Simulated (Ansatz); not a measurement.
**One shape, several levels: [NO3]− (SMILES O=[N+]([O-])[O-])**

Aim: a comparison of 6 runs (UHF/STO-3G, B3LYP/STO-3G, BHLYP/STO-3G, r2SCAN/STO-3G, CCSD/STO-3G, CCSD(T)/STO-3G) of [NO3]−. 

The calculation is run with Ansatz 0.2.0.

9 further runs of the same task are left out: 7 that didn't finish, 2 set aside as unsound or not needed.

## Step 1: The structure to begin with

[NO3]−: 4 atoms, total charge -1, spin state singlet. SMILES: `O=[N+]([O-])[O-]`. The O3–N2 distance was set to 1.852 Å, away from the relaxed value.

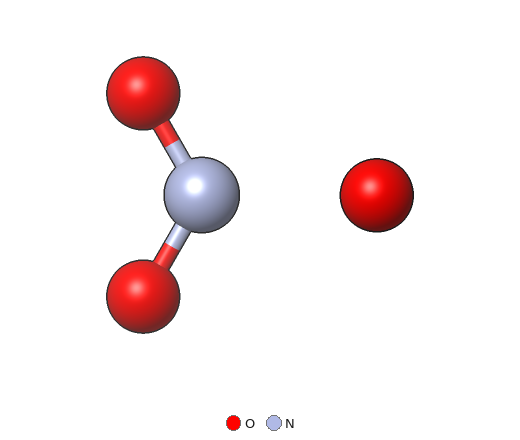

The structure, seen from a chosen angle (oxygen red, nitrogen light blue).

## Step 2: The energy at UHF/STO-3G (run 1)

The input, run.yaml:

```yaml
crystal:
  periodic: [false, false, false]
  atoms:
    - {symbol: O, position_ang: [0.058798, 1.069493, 1.233638]}
    - {symbol: N, position_ang: [-0.242922, 0.545763, 0.156408]}
    - {symbol: O, position_ang: [0.467940, -1.101740, -0.303400]}
    - {symbol: O, position_ang: [-0.994662, 1.133983, -0.626852]}
basis:
  gaussian:
    orbitals: STO-3G
magnetization:
  spin_polarized: true
accuracy: high
total_charge: -1
hamiltonian:
  xc: hf
```

Started as:

```
$ ansatz run run.yaml --threads 1 --pin off --max-ram 2610MiB --events-out events.jsonl --progress --plain --runs-dir runs
```

Output:

```text
Warning: RAYON_NUM_THREADS=1 ignored (pool sized by the plan → 1); use --threads N
Functional definition: HF
  name "HF"
  exchange = exact_x
  correlation = 0
368 factors; integrals over basis functions are off by at most 3.1e-8 eV
mean field evaluation 1: about -7460.7531 eV, gradient 4.5e1 eV
mean field evaluation 2: about -7460.8889 eV, gradient 4.5e1 eV
mean field evaluation 4: about -7469.4244 eV, gradient 2.9e1 eV
mean field evaluation 8: about -7480.2614 eV, gradient 1.5e-1 eV
mean field evaluation 16: about -7480.4149 eV, gradient 9.3e-1 eV
mean field evaluation 32: about -7481.1936 eV, gradient 4.3e-5 eV
mean field evaluation 64: about -7478.7592 eV, gradient 8.6e-1 eV
mean field evaluation 96: about -7481.1872 eV, gradient 4.3e-2 eV
mean field evaluation 128: about -7481.1781 eV, gradient 1.2e-1 eV
mean field evaluation 160: about -7478.8960 eV, gradient 5.8e0 eV
mean field evaluation 192: about -7481.0519 eV, gradient 1.5e0 eV
mean field evaluation 224: about -7480.4952 eV, gradient 6.5e-1 eV
mean field evaluation 256: about -7467.6200 eV, gradient 2.6e1 eV
mean field evaluation 288: about -7471.9834 eV, gradient 1.2e1 eV
mean field evaluation 320: about -7477.3185 eV, gradient 2.2e0 eV
mean field evaluation 352: about -7479.9807 eV, gradient 4.6e-1 eV
mean field evaluation 384: about -7476.4013 eV, gradient 4.0e0 eV
mean field evaluation 416: about -7471.4031 eV, gradient 1.2e1 eV
mean field evaluation 448: about -7475.2238 eV, gradient 1.6e1 eV
mean field -7481.19364110 eV, -274.9287953753 hartree, gradient 2.0e-8 eV, S^2 1.221610; 8 other end points of the search recorded, 0 dependent functions left out
reference -7481.19364110 eV, -274.9287953753 hartree; 16, 16 occupied and 4, 4 virtual orbitals, 368 factors
Total energy: -7481.19364110 eV, -274.9287953753 hartree
```

It took 1.4 s on 1 thread of Arm Neoverse V1, shared host.

## Step 3: The energy at B3LYP/STO-3G (run 2)

The input, job.yaml:

```yaml
crystal:
  periodic: [false, false, false]
  atoms:
    - {symbol: O, position_ang: [0.058798, 1.069493, 1.233638]}
    - {symbol: N, position_ang: [-0.242922, 0.545763, 0.156408]}
    - {symbol: O, position_ang: [0.467940, -1.101740, -0.303400]}
    - {symbol: O, position_ang: [-0.994662, 1.133983, -0.626852]}
basis:
  gaussian: {orbitals: STO-3G}
total_charge: -1
hamiltonian: {xc: {name: B3LYP}}
accuracy: high
```

Started as:

```
$ ansatz run job.yaml --threads 1 --pin off --max-ram 2610MiB --events-out events.jsonl --progress --plain --runs-dir runs
```

Output:

```text
Warning: RAYON_NUM_THREADS=1 ignored (pool sized by the plan → 1); use --threads N
Functional definition: B3LYP
  name "B3LYP"
  parameter a0 = 0.2
  parameter ax = 0.72
  parameter ac = 0.81
  exchange = (1 - a0 - ax)*slater_x + ax*b88_x + a0*exact_x
  correlation = (1 - ac)*vwn_rpa_c + ac*lyp_c
368 factors; integrals over basis functions are off by at most 3.1e-8 eV
mean field evaluation 1: about -7499.9639 eV, gradient 6.2e1 eV
mean field evaluation 2: about -7271.4565 eV, gradient 8.3e1 eV
mean field evaluation 4: about -7490.0844 eV, gradient 4.7e1 eV
mean field evaluation 8: about -7515.6568 eV, gradient 2.6e-1 eV
mean field -7515.65718621 eV, -276.1953072978 hartree, gradient 6.4e-8 eV, S^2 0.000000; 0 other end points of the search recorded, 0 dependent functions left out
reference -7515.65720451 eV, -276.1953079702 hartree; 16, 16 occupied and 4, 4 virtual orbitals, 368 factors
Total energy: -7515.65720451 eV, -276.1953079702 hartree
```

It took 1.2 s on 1 thread of Arm Neoverse V1, shared host; peak memory 0.091 GiB.

Runs 3 to 4 aren't shown in full; the table further down has their settings and results.

## Step 4: A single-point energy at CCSD/STO-3G (run 5)

The input, input.yaml:

```yaml
basis:
  gaussian:
    orbitals: STO-3G
crystal:
  periodic: [false, false, false]
  atoms:
    - {symbol: O, position_ang: [0.058798, 1.069493, 1.233638]}
    - {symbol: "N", position_ang: [-0.242922, 0.545763, 0.156408]}
    - {symbol: O, position_ang: [0.467940, -1.101740, -0.303400]}
    - {symbol: O, position_ang: [-0.994662, 1.133983, -0.626852]}
correlation:
  method: ccsd
  frozen_orbitals: {"N": 1, O: 1}
total_charge: -1
scf:
  omitted_lower_state_checks: [cluster_reference, increment]
accuracy: high
```

Started as:

```
$ ansatz run input.yaml --threads 1 --pin off --max-ram 2610MiB --events-out events.jsonl --progress --plain --runs-dir runs
```

Output, shortened:

```text
Warning: RAYON_NUM_THREADS=1 ignored (pool sized by the plan → 1); use --threads N
[... 2 set-up lines as earlier in the session ...]
[...]
368 factors; integrals over basis functions are off by at most 3.1e-8 eV
[...]
mean field -7480.26171822 eV, -274.8945478410 hartree, gradient 4.9e-8 eV, S^2 0.000000; 2 other end points of the search recorded, 0 dependent functions left out; unrestricted orbitals would lower it
4 core orbitals not correlated: weight in the atoms' cores, before any rotation towards them, 1.000 or more for the frozen orbitals, at most 0.000 for the correlated occupied ones
reference -7480.26171822 eV, -274.8945478410 hartree; 12, 12 occupied and 4, 4 virtual orbitals, 368 factors
second order -4.97286043 eV of doubles, -0.00000000 eV of singles
cycle   1  -5.09354805 eV  change   -1.2e-1 eV  update   1.1e-1
[...]
cycle  39  -5.66954414 eV  change   6.5e-10 eV  update  6.5e-10
Total energy: -7485.93126236 eV, -275.1028997454 hartree
Checks for a lower state left out: cluster_reference, increment
```

Run time: 0.28 s. Hardware: 1 thread of Arm Neoverse V1, shared host.

## Step 5: A single-point energy at CCSD(T)/STO-3G (run 6)

The input, in.yaml:

```yaml
crystal:
  periodic: [false, false, false]
  atoms:
    - {symbol: O, position_ang: [0.058798, 1.069493, 1.233638]}
    - {symbol: "N", position_ang: [-0.242922, 0.545763, 0.156408]}
    - {symbol: O, position_ang: [0.467940, -1.101740, -0.303400]}
    - {symbol: O, position_ang: [-0.994662, 1.133983, -0.626852]}
basis:
  gaussian:
    orbitals: STO-3G
total_charge: -1
correlation:
  method: ccsd_t
  frozen_orbitals: {"N": 1, O: 1}
accuracy: high
scf:
  omitted_lower_state_checks: [cluster_reference, increment]
```

Started as:

```
$ ansatz run in.yaml --threads 1 --pin off --max-ram 2610MiB --events-out events.jsonl --progress --plain --runs-dir runs
```

Output, shortened:

```text
Warning: RAYON_NUM_THREADS=1 ignored (pool sized by the plan → 1); use --threads N
[... 2 set-up lines as earlier in the session ...]
[...]
368 factors; integrals over basis functions are off by at most 3.1e-8 eV
[...]
mean field -7480.26171822 eV, -274.8945478410 hartree, gradient 4.9e-8 eV, S^2 0.000000; 2 other end points of the search recorded, 0 dependent functions left out; unrestricted orbitals would lower it
4 core orbitals not correlated: weight in the atoms' cores, before any rotation towards them, 1.000 or more for the frozen orbitals, at most 0.000 for the correlated occupied ones
reference -7480.26171822 eV, -274.8945478410 hartree; 12, 12 occupied and 4, 4 virtual orbitals, 368 factors
second order -4.97286043 eV of doubles, -0.00000000 eV of singles
cycle   1  -5.09354805 eV  change   -1.2e-1 eV  update   1.1e-1
[...]
cycle  39  -5.66954414 eV  change   6.5e-10 eV  update  6.5e-10
perturbative correction -0.42502780 eV, -0.0156194837 hartree
Total energy: -7486.35629017 eV, -275.1185192291 hartree
Checks for a lower state left out: cluster_reference, increment
```

It took 0.3 s on 1 thread of Arm Neoverse V1, shared host.

## Step 6: Overview of the runs

```
run           level  frozen core orbitals  energy (Eh)  wall time
  1      UHF/STO-3G                     –  -274.928795      1.4 s
  2    B3LYP/STO-3G                     –  -276.195308      1.2 s
  3    BHLYP/STO-3G                     –  -276.078736      1.1 s
  4   r2SCAN/STO-3G                     –  -276.144572      2.6 s
  5     CCSD/STO-3G                     4  -275.102900     0.28 s
  6  CCSD(T)/STO-3G                     4  -275.118519      0.3 s
```

## Step 7: Summary of results

| quantity | value |
| --- | --- |
| run 6: total energy | -275.11852 Eh |
| run 6: correlation energy (4 core orbitals frozen) | -224.0 mEh |
| run 6: (T) correction | -15.62 mEh |
| run 6: T1 diagnostic | 0.030 |

What this shows: Below the UHF energy at the same shape and in the same basis (STO-3G): CCSD -174.1 mEh; CCSD(T) -189.7 mEh. Some of these start from another determinant than that one, so these aren't their correlation energies. Totals of different functionals can't be ranked against each other. In runs 5, 6 the log says that unrestricted orbitals would lower the reference, so the values rest on an unstable closed-shell determinant (other closed-shell runs at this shape may share the fault). In runs 1, 2, 3, 4, 5, 6 the basis is minimal, so the values are rough. Spin contamination of the reference: run 1 ⟨S²⟩ = 1.22. Where it is this large, the reference is a mixture of spin states, and values that rest on it are in doubt. All runs together took 6.9 s, the longest 2.6 s.
